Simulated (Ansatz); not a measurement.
System: IrO₂ (doublet).

Input file:

```
crystal:
  periodic: [false, false, false]
  atoms:
    - {symbol: Ir, position_ang: [0.008382, 0.011894, -0.123279]}
    - {symbol: O, position_ang: [1.423433, 0.849376, 0.241247]}
    - {symbol: O, position_ang: [-1.431815, -0.861270, -0.117968]}
basis:
  gaussian: {orbitals: def2-TZVP, initial_orbitals: start.molden}
magnetization: {spin_polarized: true, initial_magnetization: 1}
hamiltonian: {xc: pbe0, dispersion: d4}
output: {orbitals: {seedname: orbitals}}
```

Run with:

```sh
ansatz run in.yaml --threads 4 --pin off --events-out ev --progress --plain --max-ram 3916MiB
```

Geometry: PBE0-D4/def2-TZVP; core potentials replace the inner electrons of Ir.

These are results of UKS PBE0-D4/def2-TZVP (Ansatz 0.2.0), not measurements.

> Predict the electron density, electron localisation function and spin density between the atoms.

Ir–O (1.68 Å): ρ is about 2 e/Å³ halfway; the ELF peaks at about 0.80 in the valence shell of O, 0.5 Å from its nucleus, and drops to about 0.30 between the two atoms.
The unpaired spin (1 electron) lies mostly on Ir1 (about 0.9), in electrons by Hirshfeld's partition.

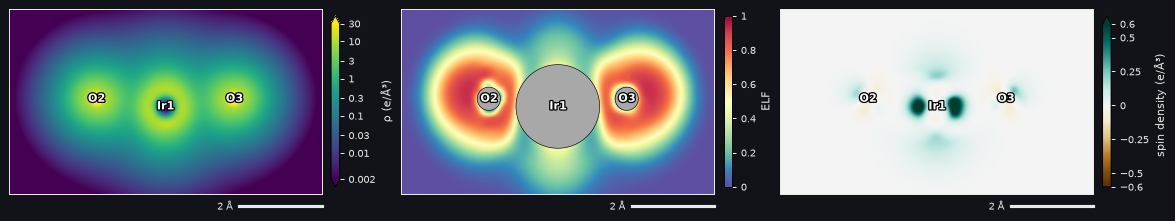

Computed electron density, electron localisation function and spin density on the molecular plane, in this order. Grey discs cover the atomic cores in the ELF map. 
